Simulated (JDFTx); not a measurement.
Zn(1 0 -1 0) slab cut from bulk Zn (space group P6_3/mmc, indices of the conventional cell, lattice of the Materials Project entry mp-79, not re-optimised): 8 atoms in 8 planes, a 1x1 cell of 12.74 Å² (|a| = 2.614, |b| = 4.873 Å), 7.7 Å between the outermost planes, cell height 23.5 Å, 8×4×1 k mesh, Fermi smearing 0.01 Ha, no spin polarisation.

Computed with JDFTx (a modified build): PBE, GBRV ultrasoft potentials, plane waves to 20/100 Ha. Liquid on both sides: linear PCM (GLSSA13), water, 1 M NaF; nuclei fixed, outer atoms relaxed in vacuum. Potentials refer to SHE, placed 4.44 V below the bulk liquid's zero by convention. The surface is an ideal bare cut with both faces alike: no reconstruction, overlayer or explicit solvent molecules.

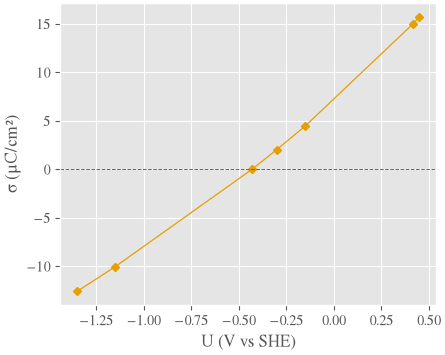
Figure. Surface charge density of Zn(1 0 -1 0) against potential

Question: Read off the potential of zero charge and the mean capacitance σ/(U − U_pzc) at the computed points next to it.

Answer: U_pzc ≈ -0.4 V. At -1.15 V it is about 14 μF/cm². At -0.30 V it is about 16 μF/cm².
